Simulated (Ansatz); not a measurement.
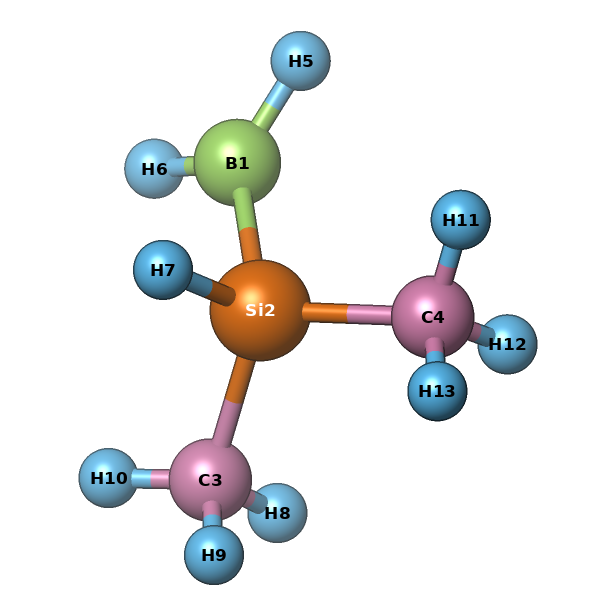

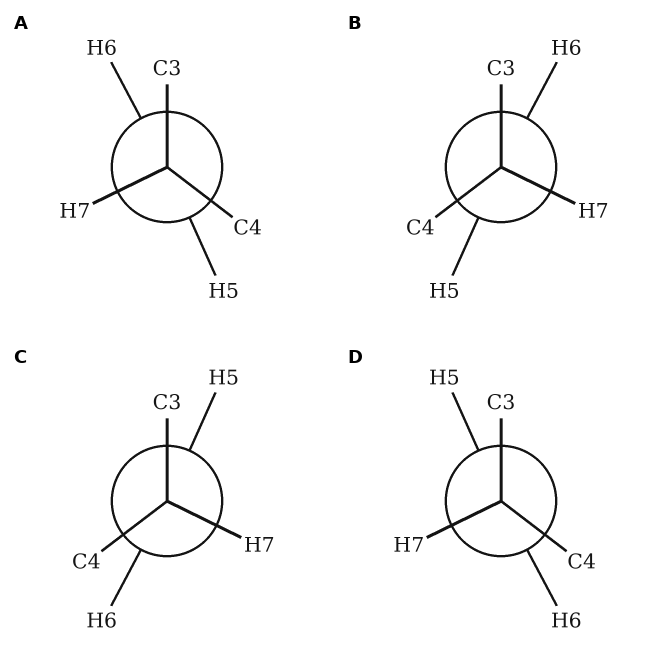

Depth is shown by fading: the farther an atom, the more it takes the colour of the background. Bonds that would overlap in a projection are set slightly apart. The computed structure is the end point of a PBE0-D4/def2-TZVP optimisation. No frequency run is at hand to confirm it as a minimum.

Q: Which Newman projection shows the view along Si2–B1, with Si2 in front?

A: B. The torsion angle C3–Si2–B1–H5 is −156°, antiperiplanar (anti).
